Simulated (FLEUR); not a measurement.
# Collinear magnetic orders of PrClO with FLEUR

A self-consistent run ends on one state, which hangs on the start. Several orders of PrClO are started in FLEUR and their energies compared.

Program: FLEUR MaX-R8.1. Level of theory: LDA (VWN) with U = 6 eV on Pr f; all-electron FLAPW, Dirac cores, scalar-relativistic bands. Results are calculated unless marked as measured.

## Step 1: Set-up

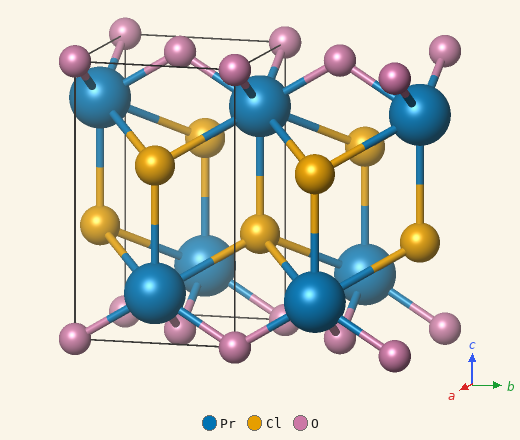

The cell as given, slightly off an axis (praseodymium blue, chlorine orange, oxygen pink). 1×2×1 cells are drawn. Some periodic images of atoms are drawn too.

Coordinates:

```cif
data_structure
_symmetry_space_group_name_H-M 'P4/nmm:1'
_symmetry_Int_Tables_number 129
_cell_length_a 4.0510
_cell_length_b 4.0510
_cell_length_c 6.8100
_cell_angle_alpha 90.000
_cell_angle_beta 90.000
_cell_angle_gamma 90.000
_cell_volume 111.76
loop_
_atom_site_label
_atom_site_type_symbol
_atom_site_symmetry_multiplicity
_atom_site_Wyckoff_symbol
_atom_site_fract_x
_atom_site_fract_y
_atom_site_fract_z
_atom_site_occupancy
Pr1 Pr 2 c 0.00000 0.50000 0.18000 1
Cl1 Cl 2 c 0.00000 0.50000 0.64000 1
O1 O 2 a 0.00000 0.00000 0.00000 1
```

The settings of this session are cheaper than careful work needs (see the inputs), so it shows what such settings give, not the properties of the crystal.

## Step 2: Start 1: ferro ++

The parallel start is the test of whether parallel moments hold. A Hubbard U acts on the open shell, since semilocal functionals spread its electrons too much.

The file n_mmp_mat seeds the f occupations with whole cubic orbitals by Hund's first rule, so that the U acts from the first pass. inpgen writes inp.xml from crystal.txt; cutoffs, mixing, functional, smearing and local orbitals are then set in the file. The k list default-1 (kpts.xml, not shown) is a Γ-centred 6×6×6 mesh; where the ranks do not divide the number of points, some are split in two of half the weight.

File inp.xml:

```
<?xml version="1.0" encoding="UTF-8" standalone="no"?>
<fleurInput fleurInputVersion="0.39">
   <comment>
      PrClO
   </comment>
   <calculationSetup>
      <cutoffs Kmax="2.66" Gmax="8.0" GmaxXC="8.0" numbands="0"/>
      <scfLoop itmax="130" minDistance="0.0001" maxIterBroyd="15" imix="Anderson" alpha="0.05" precondParam="0.7" spinf="2.0" sdNocoIR="T"/>
      <coreElectrons ctail="T" frcor="F" kcrel="0" coretail_lmax="0"/>
      <xcFunctional name="vwn" relativisticCorrections="F"/>
      <magnetism jspins="2"/>
      <soc l_soc="F" theta="0.0" phi="0.0" spav="F"/>
      <expertModes spex="0" secvar="F"/>
      <geometryOptimization l_f="F" forcealpha="1.0" forcemix="BFGS" epsdisp="0.00001" epsforce="0.00001"/>
      <ldaU l_linMix="F" mixParam="0.05" spinf="1.0"/>
   </calculationSetup>
   <cell>
      <bzIntegration valenceElectrons="52.0" mode="hist" fermiSmearingEnergy="0.01469973">
         <kPointListSelection listName="default-1"/>
         <xi:include xmlns:xi="http://www.w3.org/2001/XInclude" href="kpts.xml"> </xi:include>
      </bzIntegration>
      <xi:include xmlns:xi="http://www.w3.org/2001/XInclude" href="sym.xml"> </xi:include>
      <bulkLattice scale="1.0">
         <bravaisMatrix>
            <row-1>    7.6552805307545997     0.0000000000000000     0.0000000000000000</row-1>
            <row-2>    0.0000000000000000     7.6552805307545997     0.0000000000000000</row-2>
            <row-3>    0.0000000000000000     0.0000000000000000    12.8690349085259985</row-3>
         </bravaisMatrix>
      </bulkLattice>
   </cell>
   <atomSpecies>
      <species name="Praseodymi2.002" element="Pr" atomicNumber="59">
         <mtSphere radius="2.79" gridPoints="923" logIncrement="0.014"/>
         <atomicCutoffs lmax="10" lnonsphr="8"/>
         <electronConfig flipSpins="F">
            <coreConfig>(1s1/2) (2s1/2) (2p1/2) (2p3/2) (3s1/2) (3p1/2) (3p3/2) (4s1/2) (3d3/2) (3d5/2) (4p1/2) (4p3/2) (4d3/2) (4d5/2)</coreConfig>
            <valenceConfig>(5s1/2) (5p1/2) (5p3/2) (6s1/2) (4f5/2) (4f7/2)</valenceConfig>
            <stateOccupation state="(4f5/2)" spinUp="0.7867142857143" spinDown="0.499"/>
            <stateOccupation state="(4f7/2)" spinUp="1.7142857142857" spinDown="0.0"/>
         </electronConfig>
         <energyParameters s="6" p="6" d="5" f="4"/>
         <ldaU l="3" U="6.0" J="0.0" l_amf="F"/>
         <lo type="SCLO" l="0" n="5" eDeriv="0"/>
         <lo type="SCLO" l="1" n="5" eDeriv="0"/>
      </species>
      <species name="Chlorine (Cl)" element="Cl" atomicNumber="17">
         <mtSphere radius="2.8" gridPoints="925" logIncrement="0.013"/>
         <atomicCutoffs lmax="10" lnonsphr="8"/>
         <electronConfig flipSpins="F">
            <coreConfig>(1s1/2) (2s1/2) (2p1/2) (2p3/2)</coreConfig>
            <valenceConfig>(3s1/2) (3p1/2) (3p3/2)</valenceConfig>
            <stateOccupation state="(3p1/2)" spinUp="0.833333" spinDown="0.833333"/>
            <stateOccupation state="(3p3/2)" spinUp="1.666667" spinDown="1.666667"/>
         </electronConfig>
         <energyParameters s="3" p="3" d="3" f="4"/>
      </species>
      <species name="Oxygen (O)" element="O" atomicNumber="8">
         <mtSphere radius="1.58" gridPoints="523" logIncrement="0.02"/>
         <atomicCutoffs lmax="6" lnonsphr="4"/>
         <electronConfig flipSpins="F">
            <coreConfig>(1s1/2)</coreConfig>
            <valenceConfig>(2s1/2) (2p1/2) (2p3/2)</valenceConfig>
            <stateOccupation state="(2p1/2)" spinUp="0.666667" spinDown="0.666667"/>
            <stateOccupation state="(2p3/2)" spinUp="1.333333" spinDown="1.333333"/>
         </electronConfig>
         <energyParameters s="2" p="2" d="3" f="4"/>
      </species>
   </atomSpecies>
   <atomGroups>
      <atomGroup species="Praseodymi2.002">
         <relPos label="                   1">-1.000/4.000 1.000/4.000 .1800000000</relPos>
         <relPos label="                   2">1.000/4.000 -1.000/4.000 -.1800000000</relPos>
         <force calculate="T" relaxXYZ="TTT"/>
      </atomGroup>
      <atomGroup species="Chlorine (Cl)">
         <relPos label="                   3">-1.000/4.000 1.000/4.000 -9.000/25.000</relPos>
         <relPos label="                   4">1.000/4.000 -1.000/4.000 9.000/25.000</relPos>
         <force calculate="T" relaxXYZ="TTT"/>
      </atomGroup>
      <atomGroup species="Oxygen (O)">
         <relPos label="                   5">-1.000/4.000 -1.000/4.000 .0000000000</relPos>
         <relPos label="                   6">1.000/4.000 1.000/4.000 .0000000000</relPos>
         <force calculate="T" relaxXYZ="TTT"/>
      </atomGroup>
   </atomGroups>
   <output dos="F" band="F" slice="F">
      <bandDOS minEnergy="-.5*Htr" maxEnergy="0.5*Htr" sigma="0.015" storeEVData="T"/>
      <plotting iplot="0" polar="F">
         <plot TwoD="T" vec1="  1.0  0.0  0.0" vec2="  0.0  1.0  0.0" vec3="  0.0  0.0  1.0" zero="  0.0  0.0  0.0" file="plot"/>
      </plotting>
      <moessbauerParams electricFieldGradient="F" isomerShift="F" coreHyperfine="F" valenceHyperfine="F"/>
   </output>
</fleurInput>
```

File crystal.txt:

```
PrClO
&input film=F cartesian=F /
4.05100000000  0.00000000000  0.00000000000
0.00000000000  4.05100000000  0.00000000000
0.00000000000  0.00000000000  6.81000000000
1.8897261246
1.0 1.0 1.0

6
59 0.00000000000  0.50000000000  0.18000000000 : 2.002
59 0.50000000000  0.00000000000  0.82000000000 : 2.002
17 0.00000000000  0.50000000000  0.64000000000
17 0.50000000000  0.00000000000  0.36000000000
8 0.00000000000  0.00000000000  0.00000000000
8 0.50000000000  0.50000000000  0.00000000000

&kpt div1=6 div2=6 div3=6 gamma=T /
```

Run with:

```
$ OMP_NUM_THREADS=1 inpgen -f crystal.txt > inpgen.log  # inp.xml is then edited as shown
$ OMP_NUM_THREADS=1 mpirun -n 4 fleur_MPI > fleur.log
```

Log:

```text
Welcome to FLEUR        (www.flapw.de)
      MaX-Release 8.1          (www.max-centre.eu)

 ========== k-point set info ==========
 Selected k-point list: default-1
 k-point list type: mesh
 6 x 6 x 6
 Number of k points: 40

 ------------Calculation Setup---------------------------
 Number of MPI-tasks      :            4
 Number of PE/node        :            4
 Number of OMP-threads    :            1
 k-points in parallel     :            4
 pe's per k-point         :            1
 No of k-point loops      :           10
 Eigenvalue solver        :       lapack
 Number of basis functions:          291
 Approximate size of matrices (H+S) per k-point:         0.001 GB
 --------------------------------------------------------
 Iteration:     1   Distance:      28.45382689 me/bohr^3
 Iteration:     2   Distance:      26.48538715 me/bohr^3
 Iteration:     3   Distance:      22.56559426 me/bohr^3
 Iteration:     4   Distance:      14.98784382 me/bohr^3
 Iteration:     5   Distance:       9.28142644 me/bohr^3
 Iteration:     6   Distance:       2.16516948 me/bohr^3
 Iteration:     7   Distance:       2.19293049 me/bohr^3
 Iteration:     8   Distance:       0.66031167 me/bohr^3
 Iteration:     9   Distance:       0.66787792 me/bohr^3
 Iteration:    10   Distance:       0.21976671 me/bohr^3
 Iteration:    11   Distance:       0.05199240 me/bohr^3
 Iteration:    12   Distance:       0.04891174 me/bohr^3
 Iteration:    13   Distance:       0.01548957 me/bohr^3
 Iteration:    14   Distance:       0.00967723 me/bohr^3
 Iteration:    15   Distance:       0.00380902 me/bohr^3
 Iteration:    16   Distance:       0.00347957 me/bohr^3
 Iteration:    17   Distance:       0.00183240 me/bohr^3
 Iteration:    18   Distance:       0.00077544 me/bohr^3
 Iteration:    19   Distance:       0.00029316 me/bohr^3
 Iteration:    20   Distance:       0.00017349 me/bohr^3
 Iteration:    21   Distance:       0.00006025 me/bohr^3

 ********************************************************************
 Run finished successfully
 Stop message:
   all done
 ********************************************************************

--- out.xml (last complete iteration) ---
<iteration numberForCurrentRun="   21" overallNumber="   21">
         [... left out ...]
         <bandgap value="4.1203042180" units="eV"/>
         <sumValenceSingleParticleEnergies value="-9.9593583215" units="Htr"/>
         <FermiEnergy value="0.2277388872" units="Htr"/>
         <valenceDensity>
            <mtCharges spin="1">
               <mtCharge atomType="1" total="6.3623668" s="1.0381887" p="2.9087905" d="0.3320203" f="2.0516373"/>
               <mtCharge atomType="2" total="3.4649676" s="0.9580123" p="2.4715843" d="0.0243135" f="0.0066706"/>
               <mtCharge atomType="3" total="2.4155235" s="0.7837658" p="1.6259185" d="0.0044338" f="0.0011365"/>
            </mtCharges>
            <mtCharges spin="2">
               <mtCharge atomType="1" total="4.3773080" s="1.0361605" p="2.9001975" d="0.3112350" f="0.0978788"/>
               <mtCharge atomType="2" total="3.4696207" s="0.9581133" p="2.4786525" d="0.0226542" f="0.0063119"/>
               <mtCharge atomType="3" total="2.4239821" s="0.7841683" p="1.6350118" d="0.0037969" f="0.0008298"/>
            </mtCharges>
            <spinDependentCharge spin="1" total="28.0041656" interstitial="3.5184497" mtSpheres="24.4857159"/>
            <spinDependentCharge spin="2" total="23.9958344" interstitial="3.4540130" mtSpheres="20.5418214"/>
            <totalCharge value="52.0000000000"/>
         </valenceDensity>
         [... left out ...]
         <allElectronCharges>
            <spinDependentCharge spin="1" total="86.0041655" interstitial="3.5185239" mtSpheres="82.4856417"/>
            <spinDependentCharge spin="2" total="81.9958344" interstitial="3.4540919" mtSpheres="78.5417426"/>
            <totalCharge value="167.9999999716"/>
         </allElectronCharges>
         <magneticMomentsInMTSpheres units="muBohr">
            <globalMagMoment atomType="1" vec="0.00000   0.00000   1.98506"/>
            <localMagMoment atomType="1" vec="0.00000   0.00000   1.98506"/>
            <globalMagMoment atomType="2" vec="0.00000   0.00000  -0.00465"/>
            <localMagMoment atomType="2" vec="0.00000   0.00000  -0.00465"/>
            <globalMagMoment atomType="3" vec="0.00000   0.00000  -0.00846"/>
            <localMagMoment atomType="3" vec="0.00000   0.00000  -0.00846"/>
         </magneticMomentsInMTSpheres>
         <moessbauerParams unitsHFF="kG" unitsIS="e/bohr^3" unitsEFG="Htr/bohr^2">
         </moessbauerParams>
         <totalEnergy value="   -19542.0453979471" units="Htr">
            <sumOfEigenvalues value="   -12000.4164246458">
               <coreElectrons value="-11990.4570663243"/>
               <valenceElectrons value="-9.9593583215"/>
            </sumOfEigenvalues>
            <densityCoulombPotentialIntegral value="-32287.1768551140"/>
            <densityEffectivePotentialIntegral value="-32936.1564911301"/>
            <chargeDenXCDenIntegral value="-489.4769373116"/>
            <FockExchangeEnergyValence value="0.0000000000"/>
            <FockExchangeEnergyCore value="0.0000000000"/>
            <atomTypeDependentContributions atomType="1">
               <electronNucleiInteractionDifferentMTs value="22499.7800049822"/>
               <MadelungTerm value="-59.1829068346"/>
            </atomTypeDependentContributions>
            <atomTypeDependentContributions atomType="2">
               <electronNucleiInteractionDifferentMTs value="1100.6932463432"/>
               <MadelungTerm value="-5.8679496967"/>
            </atomTypeDependentContributions>
            <atomTypeDependentContributions atomType="3">
               <electronNucleiInteractionDifferentMTs value="171.8391692506"/>
               <MadelungTerm value="-7.7898423034"/>
            </atomTypeDependentContributions>
            <dftUCorrection value="-0.4330198479"/>
            <tkbTimesEntropy value="0.0032792128"/>
            <freeEnergy value="-19542.0486771599"/>
            <extrapolationTo0K value="-19542.0470375535"/>
         </totalEnergy>
         <ldaUDensityMatrix>
            <densityMatrixFor spin="1" atomType="1" uIndex="1" l="3" U="6.00000000" J="0.00000000">
               (+0.01712,+0.00000) (+0.00000,+0.00000) (+0.00000,+0.00000) (+0.00000,+0.00000) (+0.00057,+0.00000) (+0.00000,+0.00000) (+0.00000,+0.00000)
               (+0.00000,+0.00000) (+0.99019,+0.00000) (+0.00000,+0.00000) (+0.00000,+0.00000) (+0.00000,+0.00000) (+0.00477,+0.00000) (+0.00000,+0.00000)
               (+0.00000,+0.00000) (+0.00000,+0.00000) (+0.00869,+0.00000) (+0.00000,+0.00000) (+0.00000,+0.00000) (+0.00000,+0.00000) (+0.00057,+0.00000)
               (+0.00000,+0.00000) (+0.00000,+0.00000) (+0.00000,+0.00000) (+0.01963,+0.00000) (+0.00000,+0.00000) (+0.00000,+0.00000) (+0.00000,+0.00000)
               (+0.00057,+0.00000) (+0.00000,+0.00000) (+0.00000,+0.00000) (+0.00000,+0.00000) (+0.00869,+0.00000) (+0.00000,+0.00000) (+0.00000,+0.00000)
               (+0.00000,+0.00000) (+0.00477,+0.00000) (+0.00000,+0.00000) (+0.00000,+0.00000) (+0.00000,+0.00000) (+0.99019,+0.00000) (+0.00000,+0.00000)
               (+0.00000,+0.00000) (+0.00000,+0.00000) (+0.00057,+0.00000) (+0.00000,+0.00000) (+0.00000,+0.00000) (+0.00000,+0.00000) (+0.01712,+0.00000)
            </densityMatrixFor>
            <densityMatrixFor spin="2" atomType="1" uIndex="1" l="3" U="6.00000000" J="0.00000000">
               (+0.01426,+0.00000) (+0.00000,+0.00000) (+0.00000,+0.00000) (+0.00000,+0.00000) (+0.00026,+0.00000) (+0.00000,+0.00000) (+0.00000,+0.00000)
               (+0.00000,+0.00000) (+0.01962,+0.00000) (+0.00000,+0.00000) (+0.00000,+0.00000) (+0.00000,+0.00000) (+0.00952,+0.00000) (+0.00000,+0.00000)
               (+0.00000,+0.00000) (+0.00000,+0.00000) (+0.00705,+0.00000) (+0.00000,+0.00000) (+0.00000,+0.00000) (+0.00000,+0.00000) (+0.00026,+0.00000)
               (+0.00000,+0.00000) (+0.00000,+0.00000) (+0.00000,+0.00000) (+0.01601,+0.00000) (+0.00000,+0.00000) (+0.00000,+0.00000) (+0.00000,+0.00000)
               (+0.00026,+0.00000) (+0.00000,+0.00000) (+0.00000,+0.00000) (+0.00000,+0.00000) (+0.00705,+0.00000) (+0.00000,+0.00000) (+0.00000,+0.00000)
               (+0.00000,+0.00000) (+0.00952,+0.00000) (+0.00000,+0.00000) (+0.00000,+0.00000) (+0.00000,+0.00000) (+0.01962,+0.00000) (+0.00000,+0.00000)
               (+0.00000,+0.00000) (+0.00000,+0.00000) (+0.00026,+0.00000) (+0.00000,+0.00000) (+0.00000,+0.00000) (+0.00000,+0.00000) (+0.01426,+0.00000)
            </densityMatrixFor>
         </ldaUDensityMatrix>
         <ldaUDensityMatrixConvergence>
            <distance spin="1" distance="0.000001"/>
            <distance spin="2" distance="0.000000"/>
         </ldaUDensityMatrixConvergence>
         <densityConvergence units="me/bohr^3">
            <chargeDensity spin="1" distance="0.0000340110"/>
            <chargeDensity spin="2" distance="0.0000295492"/>
            <overallChargeDensity distance="0.0000602452"/>
            <spinDensity distance="0.0000207442"/>
         </densityConvergence>
      </iteration>
```

Wall time 22 s (4 MPI ranks of Arm Neoverse V2, shared host); peak memory 0.24 GiB; 90 s of CPU time.

Spin moment in the muffin-tin sphere by atom:

| atom | spin moment in the muffin-tin sphere (μB) |
| --- | --- |
| Pr1 | 1.99 |
| Pr2 | 1.99 |
| Cl3 | 0.00 |
| Cl4 | 0.00 |
| O5 | -0.01 |
| O6 | -0.01 |

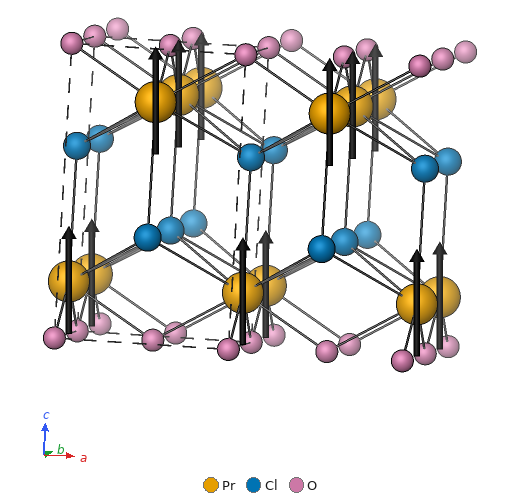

Spin moment in the muffin-tin sphere as arrows, the longest 1.99 μB. Up and down stand for the sign. Arrows give size and sign along the axis of quantisation, drawn up and down the page. 2×2×1 cells are drawn. Some periodic images of atoms are drawn too.

This step gave:

```yaml
free_energy: -531766.2346 eV
program_s_band_gap_on_this_mesh_in_a_metal_only_a_level_spacing: 4.120 eV
magnetization: 4.008 μB
final_state: ferromagnetic
```

After 21 cycles the largest moment stands at 1.99 μB.

[end of part 1 of 3]

[Logs and program files are shortened in this print: banners, set-up blocks, solver, clock and traceback lines can be left out without a mark of their own.]

[Logs are printed without paths, hosts, clocks, repeated set-up lines and the standing remarks that a program may print on its own settings, such as how far it seeks lower states.]

[Hosts, paths, dates, database ids (printed as entryN), source tags and the programs' standing remarks are cut or masked in the printed files.]

[Where a cell is said to come from a database of computed structures, the database is the Materials Project.]
